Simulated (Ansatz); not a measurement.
# H3Si: composite energy at a relaxed geometry in Python

The task is a composite energy at a relaxed geometry, for H3Si.

All numbers are computed with Ansatz 0.2.0, driven from Python. The levels of theory stand in the script.

**1. The system**

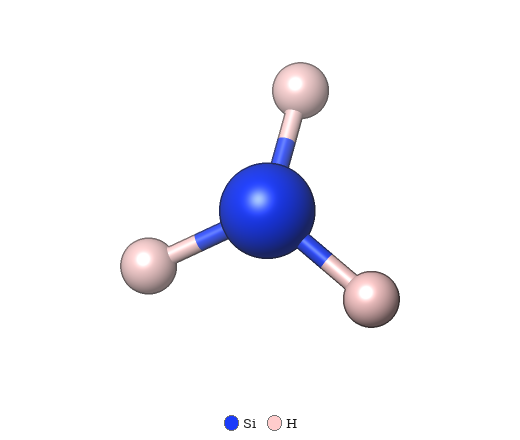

The structure that the script starts from, seen from a chosen angle (silicon blue, hydrogen pink).

The script holds or builds the structure itself.

**2. Script**

Input file composite_h3si.py:

```python
import itertools

import ansatz
from ase.data import atomic_numbers, covalent_radii
import numpy as np

BASIS = "def2-SVP"
XC = "B3LYP"
VDW = "d3bj"

GEOMETRY = """
Si    0.20656   -0.01890   -0.11509
H     0.58711    0.66178    1.10564
H    -0.19496   -1.40159    0.04339
H    -0.59871    0.75871   -1.03394
"""

mol = ansatz.Crystal.molecule()
for line in GEOMETRY.strip().splitlines():
    symbol, *xyz = line.split()
    mol = mol.atom(symbol, [float(v) for v in xyz])

job = mol.calculation().basis(gaussian=BASIS).functional(XC, dispersion=VDW).spin("collinear", total=1)
symbols = [site.symbol for site in mol.cartesian_sites]
start = np.array([site.position_ang for site in mol.cartesian_sites], dtype=float)
rep = job.relax(force_tolerance=0.01).run(threads=1).report
end = np.array(rep["positions_ang"])
radius = [covalent_radii[atomic_numbers[s]] for s in symbols]
span = lambda where, i, j: np.linalg.norm(where[i] - where[j])
bonded = [(i, j) for i, j in itertools.combinations(range(len(symbols)), 2) if min(span(start, i, j), span(end, i, j)) < 1.2 * (radius[i] + radius[j])]
print("pair        before    after (A)")
for i, j in bonded:
    print(f"{symbols[i]}{i}-{symbols[j]}{j}".ljust(10), f"{span(start, i, j):8.4f} {span(end, i, j):8.4f}")
for first, second in list(itertools.combinations(bonded, 2)):
    shared = set(first) & set(second)
    if shared and symbols[(j := shared.pop())] != "H":
        i, k = sorted((set(first) | set(second)) - {j})
        u, v = end[i] - end[j], end[k] - end[j]
        angle = np.degrees(np.arccos(np.clip(u @ v / np.linalg.norm(u) / np.linalg.norm(v), -1, 1)))
        print(f"final angle {symbols[i]}{i}-{symbols[j]}{j}-{symbols[k]}{k}: {angle:.2f} deg")

minimum = ansatz.Crystal.molecule()
for symbol, place in zip(symbols, end):
    minimum = minimum.atom(symbol, place.tolist())
at_minimum = minimum.calculation().spin("collinear", total=1)
level = lambda method, basis: at_minimum.basis(gaussian=basis).correlation(method).run(threads=1).report
small, large, cluster = level("mp2", "cc-pVDZ"), level("mp2", "cc-pVTZ"), level("ccsd_t", "cc-pVDZ")
corr = lambda each: (each["free_energy_ev"] - each["reference_energy_ev"]) / 27.211386246
mp2_limit = (27 * corr(large) - 8 * corr(small)) / 19
pieces = {"HF / cc-pVTZ": large["reference_energy_ev"] / 27.211386246, "MP2 correlation, DZ-TZ limit": mp2_limit, "CCSD(T) - MP2 / cc-pVDZ": corr(cluster) - corr(small)}
for name, value in pieces.items():
    print(f"{name:32s} {value:14.6f} Ha")
print(f"{'sum':32s} {sum(pieces.values()):14.6f} Ha")
print("T1 diagnostic", round(cluster["correlation"]["coupled_cluster"]["t1_diagnostic"], 4))
```

**3. What the engine is handed**

The engine receives this input (first run):

```yaml
crystal:
  periodic: [false, false, false]
  atoms:
    - { symbol: Si, position_ang: [0.20656, -0.0189, -0.11509] }
    - { symbol: H, position_ang: [0.58711, 0.66178, 1.10564] }
    - { symbol: H, position_ang: [-0.19496, -1.40159, 0.04339] }
    - { symbol: H, position_ang: [-0.59871, 0.75871, -1.03394] }
basis:
  gaussian:
    orbitals: def2-SVP
hamiltonian:
  xc: b3lyp
  dispersion: d3bj
magnetization:
  spin_polarized: true
  initial_magnetization: 1.0
relax:
  f_tol: 0.01
```

**4. The run**

On the command line:

```
$ python composite_h3si.py
```

Standard output:

```text
pair        before    after (A)
Si0-H1       1.4486   1.4929
Si0-H2       1.4485   1.4929
Si0-H3       1.4482   1.4929
final angle H1-Si0-H2: 111.01 deg
final angle H1-Si0-H3: 111.01 deg
final angle H2-Si0-H3: 111.02 deg
HF / cc-pVTZ                        -290.640159 Ha
MP2 correlation, DZ-TZ limit          -0.125787 Ha
CCSD(T) - MP2 / cc-pVDZ               -0.028900 Ha
sum                                 -290.794846 Ha
T1 diagnostic 0.0121
```

It took 4.7 s on 1 thread of Arm Neoverse V1, shared host; peak memory 0.18 GiB.

**5. The relaxation of run 0, step by step**

Step by step:

```csv
step,energy from step 1 (eV),largest force component (eV/Å)
1,0.0000,0.8865
2,-0.0843,0.1994
3,-0.0885,0.0157
4,-0.0885,0.0069
```

Step 1 is the start.

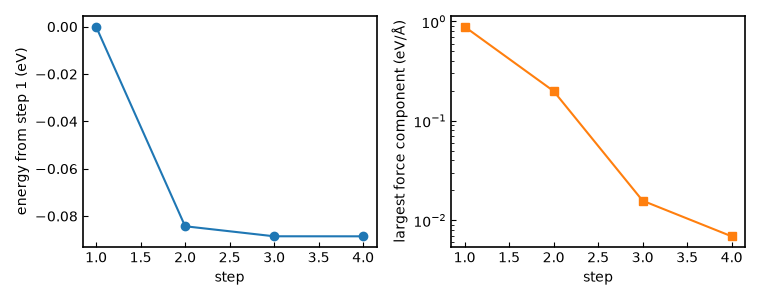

Energy and largest force along the relaxation.

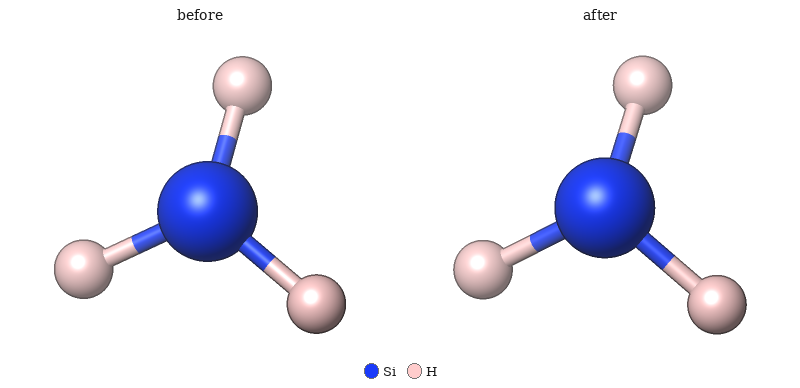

Before and after, at one scale.

Before: Bond lengths: Si1–H2 1.449 Å, Si1–H3 1.449 Å, Si1–H4 1.448 Å. Angles: H2–Si1–H3 115.4°, H2–Si1–H4 115.4°, H3–Si1–H4 115.3°.

After: Bond lengths: Si1–H2 1.493 Å, Si1–H3 1.493 Å, Si1–H4 1.493 Å. Angles: H2–Si1–H3 111.0°, H2–Si1–H4 111.0°, H3–Si1–H4 111.0°.

Run 0 is this relaxation; the runs after it count from 1.

**6. The runs side by side**

The 3 runs, in the order started:

```csv
run,basis,method,energy (eV),<S²>,iterations in all,CPU time (s)
1,cc-pVDZ,mp2,-7910.8785,0.75,12,0.14
2,cc-pVTZ,mp2,-7911.8914,0.75,10,0.35
3,cc-pVDZ,ccsd_t,-7911.6650,0.75,17,0.31
```

**7. Summary of results**

| quantity | value |
| --- | --- |
| T1 diagnostic | 0.0121 |
| composite energy | -290.794846 Ha |
| runs compared | 3 |

In words: All 3 runs converged (10 to 17 cycles). A T1 diagnostic under about 0.02 supports a single-reference treatment, as here. Run 0: After 3 moves the largest shift is 0.107 Å, of atom 1 (Si). Reading the output:
- The sum leaves out core correlation, relativity, the Hartree-Fock basis error and zero-point energy; a DZ-TZ extrapolation is rough.
- The species is open-shell (spin multiplicity 2).
- b3lyp holds the VWN-RPA fit, as in Gaussian; the form of ORCA and Turbomole is b3lyp5.
- Inner cores stay frozen, so this is valence correlation.
- For Al to Cl the sets with a tight d function, cc-pV(X+d)Z, are usual.
